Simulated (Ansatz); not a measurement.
**C3H9F2NSi: density, localisation and related maps**

Input file:

```
crystal:
  periodic: [false, false, false]
  atoms:
    - { symbol: Si, position_ang: [0.0, 0.0, 0.0] }
    - { symbol: C, position_ang: [0.0, 0.0, 1.87] }
    - { symbol: H, position_ang: [-0.9996, -0.3092, 2.2405] }
    - { symbol: H, position_ang: [0.7676, -0.7111, 2.2405] }
    - { symbol: H, position_ang: [0.232, 1.0203, 2.2405] }
    - { symbol: F, position_ang: [1.4994, 0.0, -0.5295] }
    - { symbol: F, position_ang: [-0.7489, 1.2974, -0.5295] }
    - { symbol: "N", position_ang: [-0.8572, -1.4851, -0.6061] }
    - { symbol: C, position_ang: [-1.5991, -2.3398, 0.332] }
    - { symbol: H, position_ang: [-1.2218, -2.1735, 1.3626] }
    - { symbol: H, position_ang: [-2.6791, -2.0872, 0.2887] }
    - { symbol: H, position_ang: [-1.4574, -3.4051, 0.0541] }
    - { symbol: C, position_ang: [-0.8082, -1.8308, -2.034] }
    - { symbol: H, position_ang: [-1.6103, -1.2865, -2.5747] }
    - { symbol: H, position_ang: [0.1794, -1.5432, -2.4511] }
    - { symbol: H, position_ang: [-0.9565, -2.9241, -2.1559] }
basis:
  gaussian: { orbitals: "6-31G" }
hamiltonian:
  xc: b3lyp
relax:
  f_tol: 0.02
  max_steps: 40
output:
  orbitals: {}
```

Run with:

```sh
ansatz run input.yaml --threads 1 --pin off --max-ram 2048MiB --backend cpu --events-out ev --progress --plain --runs-dir out
```

The fields are those of the run's last geometry, not of the input's.

Method: RKS B3LYP/6-31G (Ansatz 0.2.0).

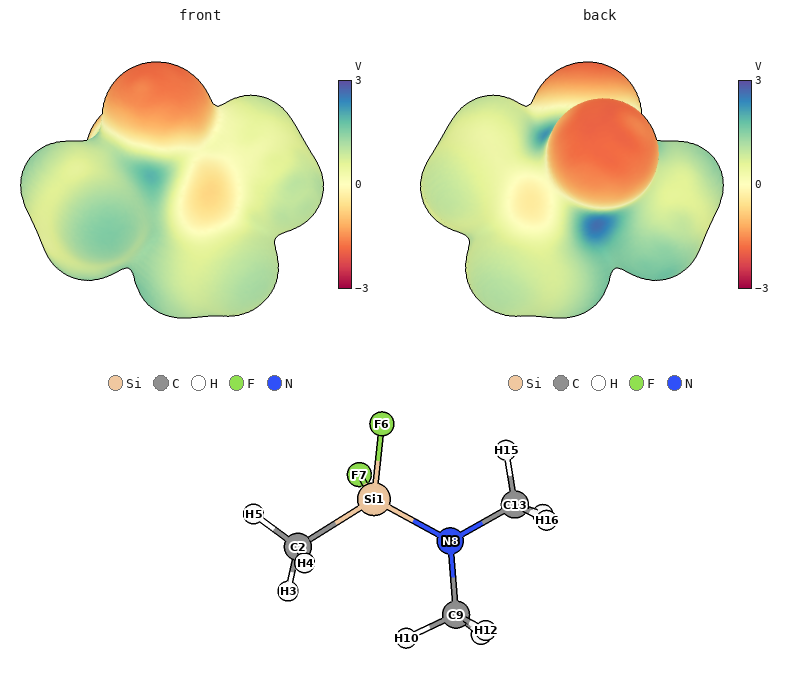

Figure 1. The electrostatic potential painted on the density surface at 0.004 e/bohr³, seen from the front and from behind; red is negative and blue positive. The bare structure is drawn below in the same view.

Which sites attract a positive test charge, and which a negative one?

A positive charge is drawn to the negative regions and a negative charge to the positive ones. The most negative region (about −1.9 V) lies over F7, the most positive (about +2.3 V) over Si1.

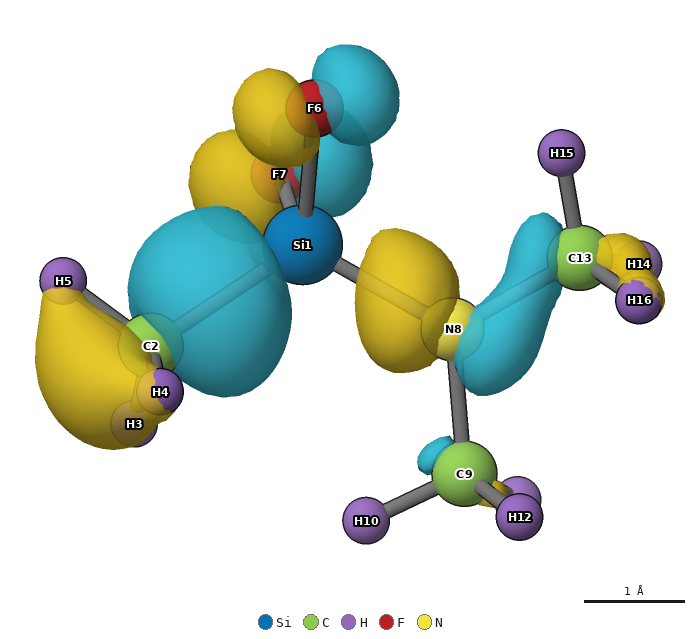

Figure 2. The HOMO−1 at ±0.15 Å⁻³ᐟ² (yellow and cyan are the two phases), seen across its widest extent.

Describe this orbital and give its energy.

Its weight (Hirshfeld) is mainly on C2 (about 25 %), F7 (about 15 %), Si1 (about 15 %), N8 (about 10 %) and F6 (about 10 %). Its energy is −9.41 eV.

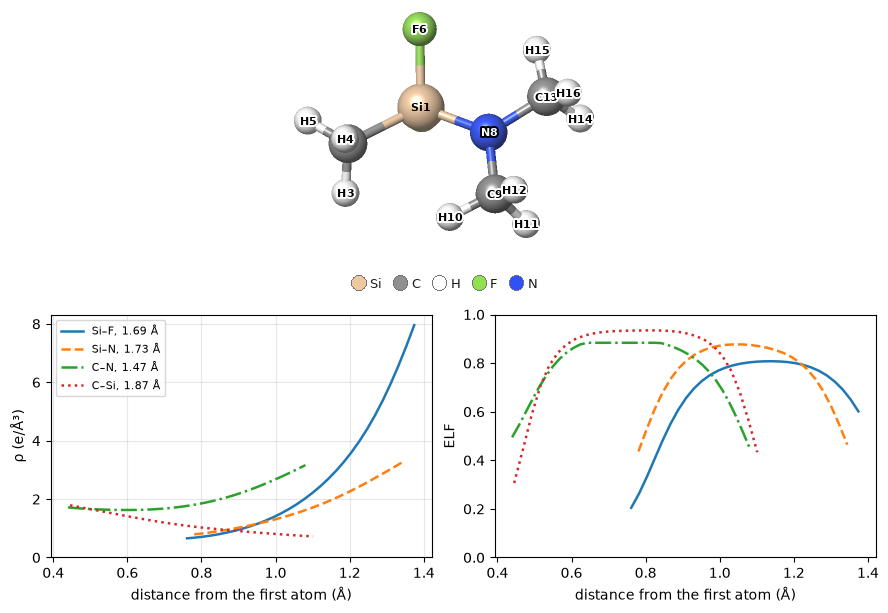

Figure 3. Electron density and ELF along straight lines between neighbouring atoms. The curves leave out the atomic cores. The structure is drawn too.

Compare the contacts.

Si–F (1.69 Å): ρ at the midpoint is about 0.79 e/Å³; the ELF peaks at about 0.80 in the valence shell of F, 0.5 Å from its nucleus, and is about 0.50 at the midpoint.
Si–N (1.73 Å): ρ at the midpoint is about 0.94 e/Å³; the ELF peaks at about 0.90 between the atoms (a shared but strongly polarised pair).
C–N (1.47 Å): the density is about 1.7 e/Å³ at the midpoint; the ELF peaks at about 0.90 between the atoms, as expected for a covalent bond.
C–Si (1.87 Å): the density is about 0.87 e/Å³ at the midpoint; the ELF peaks at about 0.95 between the atoms (a shared electron pair).
